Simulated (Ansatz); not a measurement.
Start from GeSe (space group Pnma, No. 62; a = 10.961 Å, b = 3.876 Å, c = 4.432 Å; layered, stacked along the Cartesian x axis).

The change: hole doping at 3.0×10^21 cm⁻³ (0.565 per cell), with a uniform compensating background at fixed cell and a 300 K Fermi–Dirac width.

Calculations: PBE-D3(BJ) (Ansatz, a quantum-chemistry and plane-wave program, PAW, without spin-orbit coupling).

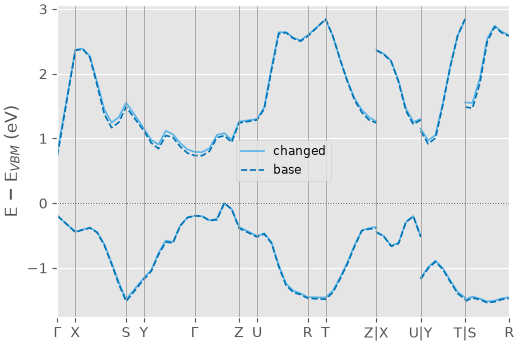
Figure. Highest valence and lowest conduction band along the path, each from its own valence-band maximum

The gap is 0.79 eV, indirect, Γ–Z (67 % along) → Γ; the base has 0.73 eV.

Carriers are added with a uniform compensating background; total energy and stress of such cells depend on the potential's zero and are not compared; many-body gap narrowing is missing at this level. No phonon test of stability was made. The program warned that a D3 coordination switch lies within reach, so dispersion energies are less smooth here.
